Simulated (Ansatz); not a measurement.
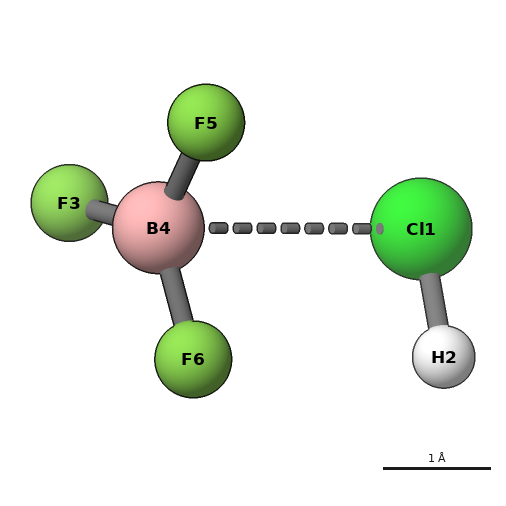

Two molecules or ions; the broken line marks their closest contact (measured against van der Waals radii). Computed geometry: PBE0-D4/def2-TZVP optimisation. Program: Ansatz 0.2.0.

Which two species are they?

HCl and BF3 (`Cl.FB(F)F`).

How long is the contact?

Cl1···B4 is 3.09 Å.

Give the counterpoise-corrected interaction energy (kcal/mol, monomers kept as in the pair) with CCSD(T)/CBS (MP2 limit from def2-TZVPPD and def2-QZVPPD plus CCSD(T) − MP2); RHF/STO-3G; PBE0-D4/def2-SVP; revPBE-D4/def2-TZVPPD.

| level | interaction energy (kcal/mol) |
| --- | --- |
| CCSD(T)/CBS (MP2 limit from def2-TZVPPD and def2-QZVPPD plus CCSD(T) − MP2) | −2.3 |
| RHF/STO-3G | −0.2 |
| PBE0-D4/def2-SVP | −2.8 |
| revPBE-D4/def2-TZVPPD | −2.2 |
